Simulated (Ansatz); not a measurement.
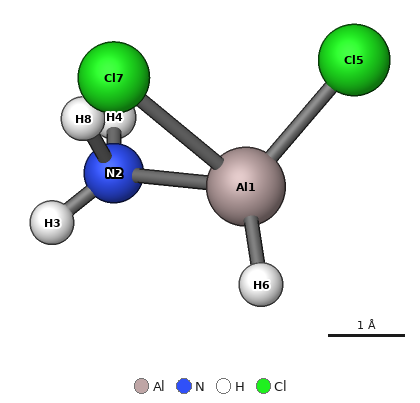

The input geometry (ball-and-stick view, seen at a tilt; atoms are numbered from 1 in the order of the input). Sticks mark near contacts. Bond lengths as drawn: Al–Cl 2.23 to 2.53 Å, Al–H 1.56 Å, Al–N 2.27 Å and H–N 1.06 to 1.32 Å.

## Run report: AlNH$_{4}$Cl$_{2}$, geometry relaxation

The run: geometry relaxation of AlNH$_{4}$Cl$_{2}$. Method and program: RKS PBE0-D4/6-31G* (Ansatz 0.2.0).

The input holds or restrains some coordinates. It belongs to a series of runs on one base structure; here: pulled along the bonds that form and break, towards end B. Figures and captions count atoms from 1; the log counts them from 0 in places.

### Log
```
The last accepted step is kept in [file] (removed where the run ends without a failure and the disk answers)
Engine: ansatz 0.2.0, aarch64-unknown-linux-gnu
Functional definition: PBE0
  parameter a = 0.25
  parameter kappa = 0.804
  parameter beta = 0.06672455060314922
  exchange = (1 - a)*pbe_x(kappa = kappa, mu = beta*pi^2/3) + a*exact_x
  correlation = pbe_c(beta = beta)
840 factors; integrals over basis functions are off by at most 6.8e-4 eV
mean field evaluation 1: about -33180.8656 eV, gradient 4.4e1 eV
mean field evaluation 2: about -33175.3646 eV, gradient 6.5e1 eV
mean field evaluation 4: about -33185.0515 eV, gradient 2.2e0 eV
mean field evaluation 8: about -33185.0799 eV, gradient 1.0e-1 eV
mean field evaluation 16: about -33185.0799 eV, gradient 8.9e-6 eV
mean field -33185.07993485 eV, -1219.5291939506 hartree, gradient 8.9e-6 eV, S^2 0.000000; 0 other end points of the search recorded, 0 dependent functions left out
the calculation of the forces begins
reference -33185.07996495 eV, -1219.5291950569 hartree; 29, 29 occupied and 51, 51 virtual orbitals, 840 factors
relax step   1: F+E_penalty+E_count = -33185.23572415 eV  Δ(F+E_penalty+E_count) = +0.000e0 eV  max|allowed force component| = 2.978e0 eV/Å  E_restraint = 26.13026797 eV  max|allowed force component, restraints' pulls added| = 2.842e1 eV/Å  Δτ_max = 0.0000 Å  (26 SCF iters, accepted)
  distance Al 0 - Cl 6 = 2.5300 Å
  distance H 7 - N 1 = 1.3175 Å
  distance Al 0 - N 1 = 2.2700 Å
  distance H 7 - Cl 6 = 1.6409 Å
these checks for a lower state are left out or cut short: starts, cluster_reference, orbital_swaps, neighbouring_geometries, increment
840 factors; integrals over basis functions are off by at most 5.0e-4 eV
mean field -33185.55243145 eV, -1219.5465578806 hartree, gradient 8.6e-6 eV, S^2 0.000000; 0 other end points of the search recorded, 0 dependent functions left out
[... from here on the field's lines of each further geometry are left out, up to the last ...]
relax step   2: F+E_penalty+E_count = -33185.70519403 eV  Δ(F+E_penalty+E_count) = -4.695e-1 eV  max|allowed force component| = 4.112e0 eV/Å  E_restraint = 10.99929143 eV  max|allowed force component, restraints' pulls added| = 1.650e1 eV/Å  Δτ_max = 0.1950 Å  (28 SCF iters, accepted)
relax step   3: F+E_penalty+E_count = -33185.94686941 eV  Δ(F+E_penalty+E_count) = -2.417e-1 eV  max|allowed force component| = 3.753e0 eV/Å  E_restraint = 2.83991065 eV  max|allowed force component, restraints' pulls added| = 7.609e0 eV/Å  Δτ_max = 0.1949 Å  (28 SCF iters, accepted)
relax step   4: F+E_penalty+E_count = -33186.22386700 eV  Δ(F+E_penalty+E_count) = -2.770e-1 eV  max|allowed force component| = 3.114e0 eV/Å  E_restraint = 0.22539308 eV  max|allowed force component, restraints' pulls added| = 2.038e0 eV/Å  Δτ_max = 0.1948 Å  (28 SCF iters, accepted)
relax step   5: F+E_penalty+E_count = -33186.52860164 eV  Δ(F+E_penalty+E_count) = -3.047e-1 eV  max|allowed force component| = 5.534e0 eV/Å  E_restraint = 0.04383840 eV  max|allowed force component, restraints' pulls added| = 5.348e0 eV/Å  Δτ_max = 0.1949 Å  (27 SCF iters, accepted)
relax step   6: F+E_penalty+E_count = -33186.76991119 eV  Δ(F+E_penalty+E_count) = -2.413e-1 eV  max|allowed force component| = 2.234e0 eV/Å  E_restraint = 0.03841348 eV  max|allowed force component, restraints' pulls added| = 2.130e0 eV/Å  Δτ_max = 0.2000 Å  (27 SCF iters, accepted)
relax step   7: F+E_penalty+E_count = -33186.87060612 eV  Δ(F+E_penalty+E_count) = -1.007e-1 eV  max|allowed force component| = 1.593e0 eV/Å  E_restraint = 0.03655709 eV  max|allowed force component, restraints' pulls added| = 8.963e-1 eV/Å  Δτ_max = 0.1998 Å  (26 SCF iters, accepted)
relax step   8: F+E_penalty+E_count = -33186.84362838 eV  Δ(F+E_penalty+E_count) = +2.698e-2 eV  max|allowed force component| = 1.328e0 eV/Å  E_restraint = 0.03661137 eV  max|allowed force component, restraints' pulls added| = 1.328e0 eV/Å  Δτ_max = 0.1954 Å  (27 SCF iters, rejected (line search))
relax step   9: F+E_penalty+E_count = -33186.90159450 eV  Δ(F+E_penalty+E_count) = -3.099e-2 eV  max|allowed force component| = 1.261e0 eV/Å  E_restraint = 0.03869804 eV  max|allowed force component, restraints' pulls added| = 5.784e-2 eV/Å  Δτ_max = 0.0977 Å  (27 SCF iters, accepted)
relax step  10: F+E_penalty+E_count = -33186.89777709 eV  Δ(F+E_penalty+E_count) = +3.817e-3 eV  max|allowed force component| = 1.205e0 eV/Å  E_restraint = 0.04184148 eV  max|allowed force component, restraints' pulls added| = 3.094e-1 eV/Å  Δτ_max = 0.0973 Å  (27 SCF iters, rejected (line search))
the calculation of the forces begins
reference -33186.75926681 eV, -1219.5909082620 hartree; 29, 29 occupied and 51, 51 virtual orbitals, 840 factors
relax step  11: F+E_penalty+E_count = -33186.89997418 eV  Δ(F+E_penalty+E_count) = +1.620e-3 eV  max|allowed force component| = 1.244e0 eV/Å  E_restraint = 0.03674540 eV  max|allowed force component, restraints' pulls added| = 6.463e-2 eV/Å  Δτ_max = 0.0332 Å  (28 SCF iters, accepted)
  distance Al 0 - Cl 6 = 2.1975 Å
  distance H 7 - N 1 = 1.0365 Å
  distance Al 0 - N 1 = 3.0919 Å
  distance H 7 - Cl 6 = 2.5768 Å
840 factors; integrals over basis functions are off by at most 4.8e-4 eV
mean field evaluation 96: about -33186.7592 eV, gradient 7.8e-2 eV
```

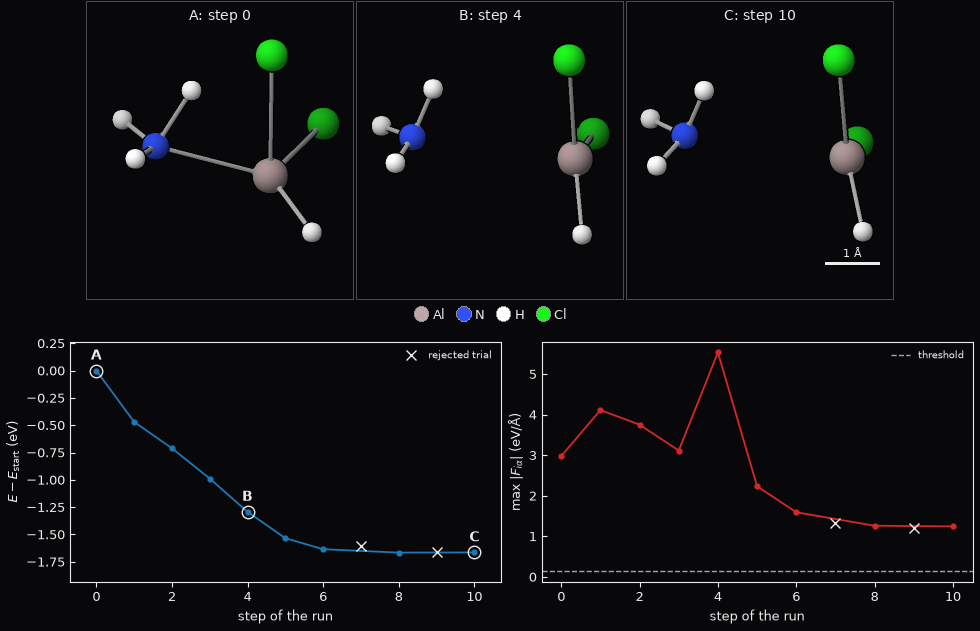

Frames of the restrained relaxation (ball-and-stick view, seen at a tilt) above the curves, on which the letters mark them (the first geometry is step 0 here and step 1 in the log).

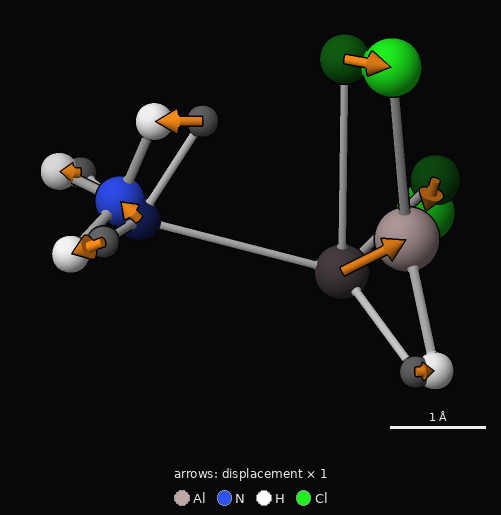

Start (faint) and end (solid) with the displacements as orange arrows, at true length (ball-and-stick view, seen at a tilt). The two geometries are laid on each other by the best rigid fit. Over 10 geometry steps the energy falls by 1.664 eV. The largest force component goes from 3 to 1.2 eV/Å. The line search rejected the trial steps at points 7, 9 (counted from 0) and went back. The atom that moves furthest after the best rigid fit is Al1 (0.77 Å). By element the largest moves are Al 0.77 Å, Cl 0.53 Å, H 0.52 Å, N 0.29 Å. Distances before and after: Al1–N2 2.270 → 3.092 Å, Al1–Cl7 2.530 → 2.197 Å, N2–H8 1.317 → 1.036 Å, Al1–Cl5 2.230 → 2.093 Å. Among the angles that change: Cl5–Al1–Cl7 88.6° → 116.8°, H3–N2–H8 92.0° → 108.0°, H3–N2–H4 120.0° → 108.3°. (Atoms are counted from 1 in the order of the input.)

```
mean field -33186.75923597 eV, -1219.5909071285 hartree, gradient 5.6e-6 eV, S^2 0.000000; 1 other end points of the search recorded, 0 dependent functions left out
the calculation of the forces begins
reference -33186.75926681 eV, -1219.5909082620 hartree; 29, 29 occupied and 51, 51 virtual orbitals, 840 factors
Total energy: -33186.90000502 eV, -1219.5960802958 hartree
Atom 0 at     0.126581    -0.551485    -0.537102 Å, force     0.012657    -0.802724     1.244469 eV/Å
Atom 1 at     0.069652    -0.110137     2.522565 Å, force     0.128943    -0.850856    -0.820515 eV/Å
Atom 2 at    -0.786884     0.081448     3.032021 Å, force    -0.000278     0.010891    -0.004170 eV/Å
Atom 3 at     0.842260     0.313247     3.027386 Å, force    -0.015325    -0.007964    -0.025375 eV/Å
Atom 4 at     1.887981     0.401226    -1.144305 Å, force     0.044557     0.018002     0.000989 eV/Å
Atom 5 at    -1.290365    -0.050577    -0.992213 Å, force     0.007943     0.003392     0.005014 eV/Å
Atom 6 at     0.335749    -2.547105     0.358837 Å, force    -0.071329     0.766580    -0.610185 eV/Å
Atom 7 at     0.213426    -1.136518     2.511811 Å, force    -0.107166     0.862678     0.209773 eV/Å
Dipole moment:    -0.273932     0.222261     0.586920 e Å
```

### Trajectory as extended XYZ (Å, eV, eV/Å), 11 frames, from step=1 to step=11
```
8
Properties=species:S:1:pos:R:3:forces:R:3 step=1 energy=-33185.23572
Al    0.0000    0.0000    0.0000    1.8852  -2.2103   1.3229
N     0.0000    0.0000    2.2700    0.7592  -2.9783  -1.2892
H    -0.8770   -0.2713    2.8000    1.4910   1.4553  -0.2670
H     0.8770    0.2713    2.8000   -1.9898  -0.0341  -0.2913
Cl    1.9312    0.0000   -1.1150   -1.2544   0.7630   0.7993
H    -1.3510    0.0000   -0.7800   -0.2121   0.4018   0.1412
Cl    0.5321   -2.3412    0.7978   -0.4131  -0.0458  -0.7521
H     0.2861   -1.2587    2.0062   -0.2661   2.6483   0.3362
8
Properties=species:S:1:pos:R:3:forces:R:3 step=2 energy=-33185.70519
Al    0.0311   -0.1035   -0.1422    1.5892  -2.6923   1.6439
N     0.0075   -0.0270    2.4011    0.8794  -4.1116  -4.0523
H    -0.8808   -0.2605    2.8253    0.1167   1.3107   1.2159
H     0.8744    0.2772    2.8251   -0.7389   0.5194   1.1481
Cl    1.9317    0.0084   -1.1167   -0.4835   0.8593   0.2061
H    -1.3595    0.0038   -0.7843   -0.5010   0.4761  -0.0503
Cl    0.5356   -2.3799    0.6319   -0.6696   0.8694  -0.5969
H     0.2584   -1.1184    2.1388   -0.1923   2.7690   0.4856
8
Properties=species:S:1:pos:R:3:forces:R:3 step=3 energy=-33185.94687
Al    0.0668   -0.2305   -0.2857    0.5132  -2.6458   1.7644
N     0.0132   -0.0586    2.5026    0.3446  -1.3145  -3.7528
H    -0.8942   -0.2380    2.8626   -0.6059   1.4178   1.6974
H     0.8726    0.2936    2.8601   -0.3050   1.0318   1.5947
Cl    1.9372    0.0257   -1.1233    0.5039   0.9945  -0.3773
H    -1.3699    0.0132   -0.7867   -0.3595   0.4543  -0.0596
Cl    0.5283   -2.3973    0.4632   -0.7409   1.0146  -0.3978
H     0.2444   -1.0080    2.2862    0.6496  -0.9528  -0.4690
8
Properties=species:S:1:pos:R:3:forces:R:3 step=4 energy=-33186.22387
Al    0.0867   -0.3718   -0.4183    0.0979  -1.7827   1.3728
N     0.0136   -0.0469    2.5770    0.2101  -2.8757  -3.1145
H    -0.9311   -0.1730    2.9317    0.6431   1.3734   1.0671
H     0.8666    0.3551    2.9283   -0.8117   0.7748   1.2447
Cl    1.9681    0.0750   -1.1502    0.4029   0.8555  -0.3468
H    -1.3797    0.0303   -0.7913    0.0393   0.2616  -0.0272
Cl    0.5042   -2.4331    0.3134   -0.6200   0.6688  -0.2217
H     0.2700   -1.0353    2.3885    0.0385   0.7244   0.0256
8
Properties=species:S:1:pos:R:3:forces:R:3 step=5 energy=-33186.52860
Al    0.1169   -0.5079   -0.5103    0.4148  -0.7010   1.0925
N     0.0149   -0.1111    2.5703    5.5337  -2.2578  -4.0364
H    -0.8364   -0.0807    2.9217   -4.8521   0.8224   2.6358
H     0.7744    0.4056    2.9732   -0.3311   0.4677   0.6105
Cl    1.9778    0.2605   -1.2091   -0.5516  -0.0187   0.1419
H    -1.3332    0.0581   -0.8103    0.2671  -0.0191  -0.0550
Cl    0.3778   -2.5170    0.3292   -0.2012   0.7009  -0.5332
H     0.3061   -1.1073    2.5143   -0.2796   1.0056   0.1440
8
Properties=species:S:1:pos:R:3:forces:R:3 step=6 energy=-33186.76991
Al    0.1073   -0.5351   -0.5197    0.5000  -0.6294   1.1794
N     0.0943   -0.1289    2.5600    2.2344  -1.8270  -1.8683
H    -0.8439    0.0466    2.7677   -1.4688   0.5841   0.9480
H     0.8076    0.3292    3.1163   -0.5576   0.2073   0.1442
Cl    1.9062    0.3373   -1.2249   -0.3756  -0.0879   0.0848
H    -1.3320    0.0294   -0.8505    0.1533  -0.0602   0.0094
Cl    0.3861   -2.5249    0.3637   -0.2124   0.7045  -0.6335
H     0.2728   -1.1535    2.5664   -0.2734   1.1085   0.1360
8
Properties=species:S:1:pos:R:3:forces:R:3 step=7 energy=-33186.87061
Al    0.1340   -0.5534   -0.5233    0.2349  -0.6191   1.1733
N     0.0528   -0.1072    2.5385    1.0173  -1.2973  -1.5929
H    -0.8306    0.0675    2.9659   -0.5117   0.2609   0.5436
H     0.8303    0.3188    3.0327   -0.2932   0.0650   0.1263
Cl    1.9120    0.3625   -1.2018   -0.2396  -0.0884   0.0791
H    -1.3016   -0.0008   -0.8722    0.1111  -0.0571  -0.0215
Cl    0.3885   -2.5555    0.3442   -0.1344   0.7816  -0.5849
H     0.2130   -1.1319    2.4951   -0.1843   0.9545   0.2771
8
Properties=species:S:1:pos:R:3:forces:R:3 step=8 energy=-33186.84363 accepted=F
Al    0.1456   -0.5579   -0.5445    0.0900  -0.6843   1.2013
N     0.0121   -0.1066    2.5102   -0.8013  -0.4530   0.2743
H    -0.8057    0.0698    3.1597    1.3282  -0.2528  -1.0909
H     0.8425    0.3227    2.9261   -0.2975  -0.1386  -0.0546
Cl    1.9266    0.3757   -1.1719   -0.1602  -0.0617   0.0620
H    -1.2829   -0.0181   -0.9232    0.0744  -0.0416  -0.0527
Cl    0.3874   -2.5548    0.3427   -0.0955   0.8023  -0.6036
H     0.1728   -1.1306    2.4799   -0.1379   0.8297   0.2642
8
Properties=species:S:1:pos:R:3:forces:R:3 step=9 energy=-33186.90159
Al    0.1255   -0.5522   -0.5385    0.0864  -0.7660   1.2608
N     0.0665   -0.1124    2.5200    0.1198  -0.8349  -0.8221
H    -0.7951    0.0828    3.0202    0.0265   0.0030  -0.0039
H     0.8363    0.3133    3.0273   -0.0271  -0.0093  -0.0213
Cl    1.8946    0.3876   -1.1560   -0.0163   0.0056   0.0026
H    -1.2961   -0.0347   -0.9637    0.0274  -0.0153  -0.0068
Cl    0.3562   -2.5457    0.3567   -0.1046   0.7587  -0.6174
H     0.2104   -1.1386    2.5131   -0.1122   0.8581   0.2081
8
Properties=species:S:1:pos:R:3:forces:R:3 step=10 energy=-33186.89778 accepted=F
Al    0.1322   -0.5488   -0.5339   -0.0713  -0.8333   1.2045
N     0.0407   -0.0965    2.5203   -0.1410  -0.8100  -0.7421
H    -0.7832    0.0405    3.1069    0.1753   0.0310  -0.1963
H     0.8302    0.3389    2.9798    0.1090   0.0659   0.0716
Cl    1.9102    0.3752   -1.1328    0.0512   0.0492   0.0019
H    -1.2865   -0.0423   -0.9779    0.0295   0.0146  -0.0136
Cl    0.3341   -2.5541    0.3419   -0.0658   0.7925  -0.5645
H     0.2207   -1.1128    2.4746   -0.0870   0.6901   0.2385
8
Properties=species:S:1:pos:R:3:forces:R:3 step=11 energy=-33186.89997
Al    0.1266   -0.5515   -0.5371    0.0127  -0.8027   1.2445
N     0.0697   -0.1101    2.5226    0.1289  -0.8509  -0.8205
H    -0.7869    0.0814    3.0320   -0.0003   0.0109  -0.0042
H     0.8423    0.3132    3.0274   -0.0153  -0.0080  -0.0254
Cl    1.8880    0.4012   -1.1443    0.0446   0.0180   0.0010
H    -1.2904   -0.0506   -0.9922    0.0079   0.0034   0.0050
Cl    0.3357   -2.5471    0.3588   -0.0713   0.7666  -0.6102
H     0.2134   -1.1365    2.5118   -0.1072   0.8627   0.2098
```

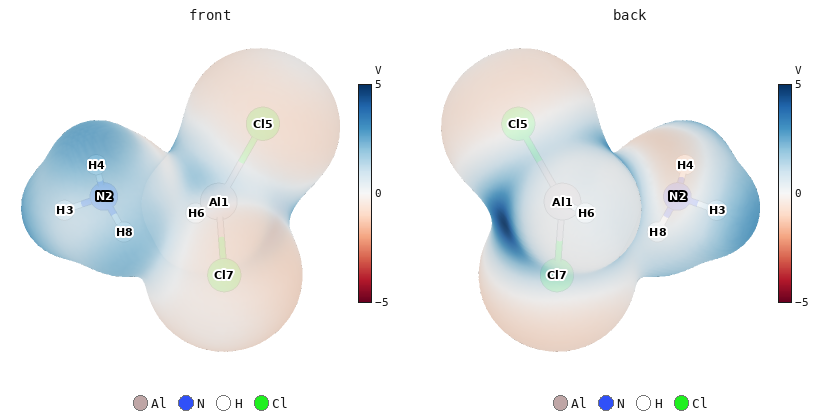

The molecular electrostatic potential painted on the density surface at 0.004 e/bohr³, seen at a tilt and from behind; red is negative and blue positive.

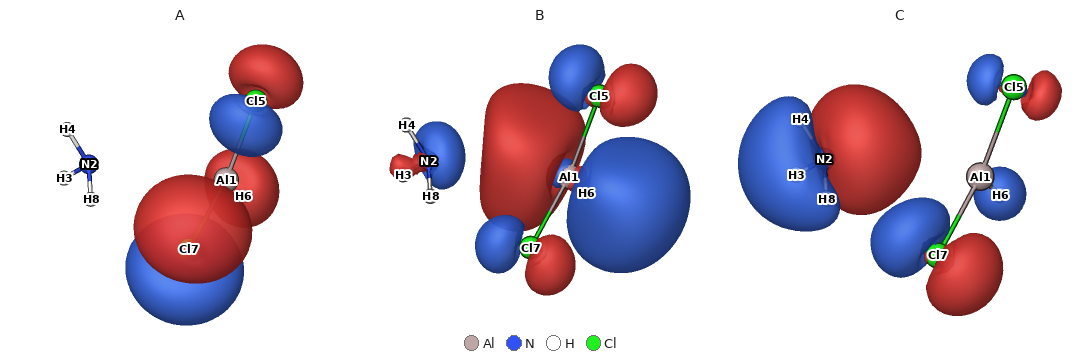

Three frontier orbitals at ±0.08 Å⁻³ᐟ² (red and blue are the two phases). A is the HOMO−1 (−8.81 eV). C is the HOMO (−8.39 eV). B is the LUMO (−0.75 eV). It lies mainly on Al1 (65 %) and Cl5 (10 %). The HOMO–LUMO gap is 7.64 eV between the orbital energies.

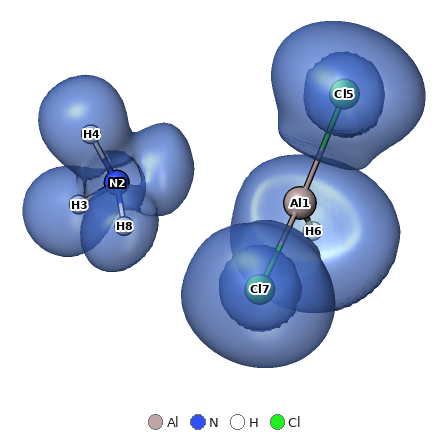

Isosurface of the ELF at 0.75 (blue), seen face on. Core shells and regions of very low density are left out. Profiles from the grid: Al1···N2 (3.09 Å): the ELF is only about 0.20 between them. Al–Cl (2.09 Å): the ELF peaks at about 0.85 in the valence shell of Cl, 0.9 Å from its nucleus, and is about 0.80 at the midpoint.

The run was set up as follows.

### The input
```yaml
crystal:
  periodic: [false, false, false]
  atoms:
    - { symbol: Al, position_ang: [0.0, 0.0, 0.0] }
    - { symbol: "N", position_ang: [0.0, 0.0, 2.27] }
    - { symbol: H, position_ang: [-0.877, -0.2713, 2.8] }
    - { symbol: H, position_ang: [0.877, 0.2713, 2.8] }
    - { symbol: Cl, position_ang: [1.9312, 0.0, -1.115] }
    - { symbol: H, position_ang: [-1.351, 0.0, -0.78] }
    - { symbol: Cl, position_ang: [0.5321, -2.3412, 0.7978] }
    - { symbol: H, position_ang: [0.2861, -1.2587, 2.0062] }
basis:
  gaussian: { orbitals: "6-31G*" }
hamiltonian:
  xc: pbe0
  dispersion: d4
relax:
  f_tol: 0.15
  max_steps: 25
  restrain:
    - { distance: [0, 6], at: 2.23, k: 30.0 }
    - { distance: [7, 1], at: 1.06, k: 30.0 }
    - { distance: [0, 1], at: 3.12, k: 30.0 }
    - { distance: [7, 6], at: 2.57, k: 30.0 }
output:
  orbitals: {}
```

Launched with:
```bash
ansatz run input.yaml --threads 1 --pin off --max-ram 2048MiB --backend cpu --events-out ev --progress --plain --runs-dir out
```

### Key numbers

```tsv
quantity	value
outcome	converged under the restraints of the input
total energy	−33186.9000 eV
mean-field energy	−33186.7593 eV
largest force (length of the vector) at the end, held atoms and coordinates included	1.481 eV/Å
hardware	1 thread of Arm Neoverse V1, 24 GiB of memory available, shared host
wall time	45 s
peak memory	0.17 GiB
```
